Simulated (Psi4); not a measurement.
**WSClOF (SMILES [O]=[W]([F])(=[S])[Cl]): methods side by side**

WSClOF: 5 atoms, total charge 0, spin state singlet. As SMILES, `[O]=[W]([F])(=[S])[Cl]`. Geometry: optimised at PBE0/def2-TZVP.

Each level gives the HOMO–LUMO gap (eV). The values are calculated.

| level | kind | program | value (eV) | CPU time |
| --- | --- | --- | --- | --- |
| PBE-D4/def2-TZVPP (density fitting, core potential) | GGA | Psi4 | 3.09 | 63 s |
| r2SCAN-D4/def2-TZVPP (density fitting, core potential) | meta-GGA | Psi4 | 3.42 | 2.5 min |
| B3LYP-D4/def2-TZVPP (density fitting, core potential) | global hybrid | Psi4 | 4.59 | 65 s |
| PBE0-D4/def2-TZVPP (density fitting, core potential) | global hybrid | Psi4 | 5.03 | 59 s |
| wB97M-V/def2-TZVPP (density fitting, core potential) | range-separated hybrid | Psi4 | 9.20 | 3.1 min |

The values span 3.09 to 9.20 eV. Orbital gaps aren't excitation energies; they tend to grow with the share of exact exchange. CPU times are rough (shared hosts, several kinds of processor and program).

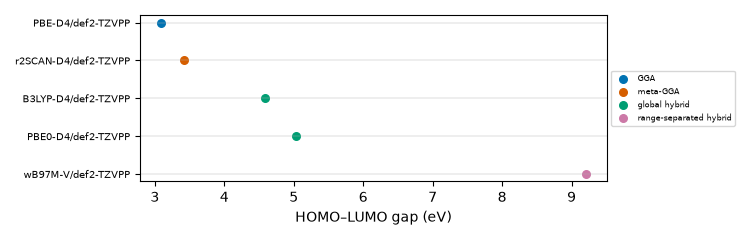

The values of the table, level by level.
